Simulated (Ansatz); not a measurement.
Take PbSe in the rock salt structure (space group Fm-3m, No. 225; a = 6.178 Å) as the base. Axes: x, y, z lie along the cube axes.

One thing is altered: strain tensor (xx, yy, zz, yz, xz, xy) = (+1.88, −1.50, −0.27, +0.20, −1.91, −0.45) %; the atoms relax in the strained cell.

Computed with r2SCAN, PAW, 500 eV (Ansatz, an electronic-structure program; no spin-orbit coupling).

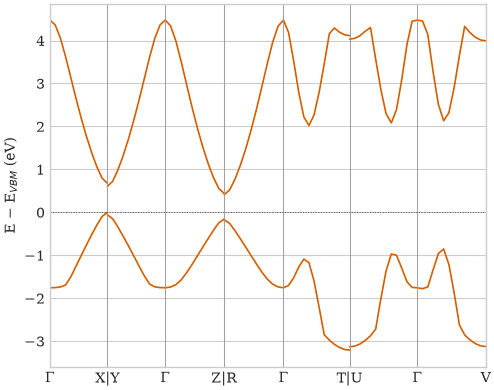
Fig. 1. Highest valence and lowest conduction band along the path of the changed cell's own zone

Question: From the figure, how large is the changed gap, and is it direct?

Answer: About 0.4 eV, indirect, X → R.

Spin-orbit coupling, missing from the scalar runs, can matter with Pb. Stability against distortions was not tested. k-point labels follow each cell's own Brillouin zone.
